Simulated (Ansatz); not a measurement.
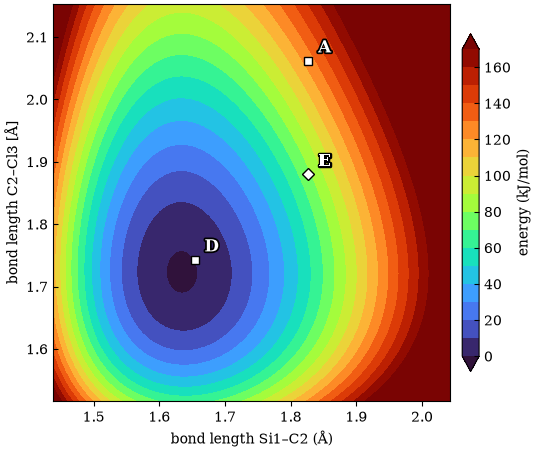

CClSi, SMILES [Si-]#CCl, charge −1. Coordinates scanned: (1) bond length Si1–C2; (2) bond length C2–Cl3. Nothing is relaxed (all other coordinates rigid). The scan uses a 15 × 15 grid. Points are written as (first, second). All energies are given in kJ/mol relative to the lowest grid point. Computed with RKS CAM-B3LYP-D4/def2-SVPD (Ansatz).

The picture shows filled contours, one colour for all values above the top of the scale, lettered points. Between grid points the surface is interpolated.

### Rank the lettered points by energy, lowest first.

D (0 kJ/mol), E (78 kJ/mol), A (124 kJ/mol).

### What kind of point is each of A, D, E: minimum, saddle, maximum or slope?

A: on a slope; D: minimum; E: on a slope. (In these two coordinates alone; a stationary point may lie a little off the grid point.)
